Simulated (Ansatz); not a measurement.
# How far to go with the k-point mesh: the (100) slab of TaN (cut from a parent of space group no. 189; 12 atoms in the cell)

```
CELL_PARAMETERS angstrom
      5.23454     0.00000     0.00000
      0.00000     2.92932     0.00000
      0.00000     0.00000    22.09088
ATOMIC_POSITIONS crystal
  Ta 0.75000 0.00000 0.39739
  Ta 0.25000 0.50000 0.46580
  Ta 0.25000 0.50000 0.32899
  N  0.55380 0.00000 0.47792
  N  0.55380 0.00000 0.31687
  N  0.14239 0.00000 0.39739
  Ta 0.25000 0.00000 0.60261
  Ta 0.75000 0.50000 0.67100
  Ta 0.75000 0.50000 0.53420
  N  0.05380 0.00000 0.68313
  N  0.05380 0.00000 0.52208
  N  0.64239 0.00000 0.60261
```

Computed with PBEsol, default PAW files made with PBE (plane waves; Ansatz, a first-principles code).

Base settings: basis.ecutwfc = 30.9 Ry; kpoints.mp_grid.grid = 3 6 1; hamiltonian.xc = pbesol; hamiltonian.pseudopotentials = {kind: paw} (the program's default PAW files); scf.occupations.method = fermi_dirac; scf.occupations.width = 0.0073 Ry.

Only quantities that move along the ladder and can be compared are tabulated.

The count of work is k-points × plane waves × bands × iterations; it is no time. Core times come from one kind of shared machine, to one figure; runs under 30 s give none.

The starting cell comes from a database of computed structures (which also holds hypothetical and non-ambient phases and stackings), without a prior relaxation at this level. The slab is cut from that crystal, and its faces are unrelaxed. Its lattice was rescaled by up to half a per cent. Spin polarisation is off. In the base run, forces exceed 1 eV/Å. Without a gap this mesh is coarse (it stands for a supercell whose shortest in-plane vector is 16 Å).

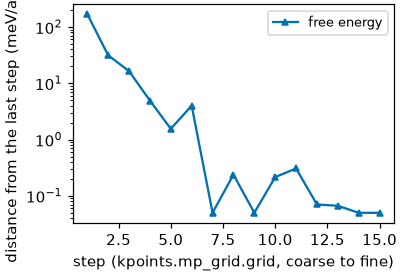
Fig. 1. Distance from the last step along the ladder; very small values are drawn at a floor.

```csv
kpoints.mp_grid.grid,free energy less the last step's (meV/atom),largest difference of a force vector from the last step's (eV/Å),count of work / last,core time / last (rough)
2 2 1,-169.48,0.810,0.027,–
2 3 1,31.41,0.705,0.030,–
2 4 1,16.44,0.700,0.044,–
3 5 1,-4.93,0.090,0.044,–
3 6 1,1.55,0.095,0.059,–
4 6 1,-4.01,0.087,0.089,–
4 7 1,-0.02,0.083,0.089,–
5 8 1,0.24,0.042,0.11,0.1
6 10 1,-0.02,0.062,0.18,0.2
6 11 1,-0.22,0.048,0.18,0.2
8 13 1,0.31,0.014,0.26,0.3
9 15 1,-0.07,0.009,0.30,0.3
10 18 1,-0.07,0.003,0.44,0.4
12 21 1,0.00,0.001,0.57,0.5
14 25 1,0.00,0.000,0.77,0.8
16 29 1,0.00,0.000,1.0,1
```

Coarsest kpoints.mp_grid.grid that holds the free energy within 2 meV/atom of the last step, with all finer ones: 4 7 1, at 0.089 of the last step's count of work; the step before is off by 4.0 meV/atom.

Coarsest kpoints.mp_grid.grid that holds the forces within 0.01 eV/Å of the last step, with all finer ones: 9 15 1, at 0.30 of the last step's count of work and about 0.3 of the last step's time; the step before is off by 0.014 eV/Å.

Keys are those of Ansatz 0.2.
